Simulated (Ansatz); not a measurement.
Three curves of one kind of scan: energy against volume (even scaling of the relaxed cell, symmetry kept). Method: PBE (plane waves to 420 eV, PAW, scalar-relativistic; Ansatz, a quantum-chemistry and plane-wave program). Each is measured from its own zero (the relaxed starting cell). 

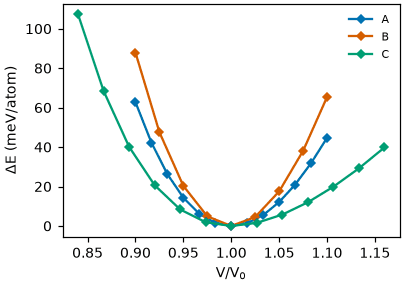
Figure: Curves A, B and C.

Question: Match the curves to these crystals:
- Hf (hcp, Mg type), a = 3.2042 Å, b = 3.2042 Å, c = 5.0691 Å, α = 90.00°, β = 90.00°, γ = 120.00°
- Ge₂Sb₂Te₅ (Ge2Sb2Te5-Kooi type, space group P-3m1), a = b = 4.2933 Å, c = 17.6342 Å, α = β = 90.00°, γ = 120.00°
- TiAl3 (D022 type, space group I4/mmm), a = b = 3.846 Å, c = 8.620 Å, α = β = γ = 90.00°

Answer: A is TiAl3; B is Hf; C is Ge2Sb2Te5.

All were relaxed with their symmetry unable to fall. Hf is run without spin polarisation. Spin-orbit coupling is left out. TiAl3 is run without spin polarisation.

(Under strain, the slope of the energy per volume gives the stress and its curvature an elastic modulus.)
